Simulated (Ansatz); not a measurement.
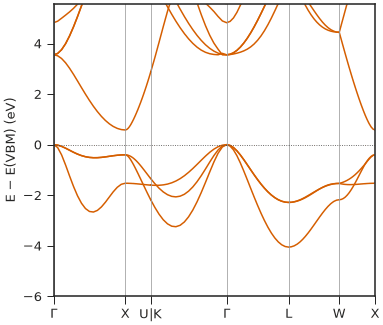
Band structure from r²SCAN (plane waves, PAW; program Ansatz)

Question: Read off the gap and where the band edges lie.

Answer: About 0.6 eV (0.58 eV by a search for the band edges); maximum at Γ, minimum at X.

Question: Which of these materials gives this?
A. SrTe, rock salt
B. YN, rock salt
C. BAs, zinc blende

Answer: B, YN, rock salt

Space group Fm-3m (rock salt). Symmetry was held in the r²SCAN relaxation. The run is not spin-polarised. Spin–orbit coupling is left out wherever it is not named.

Potentials: the later of the program's two PAW sets.
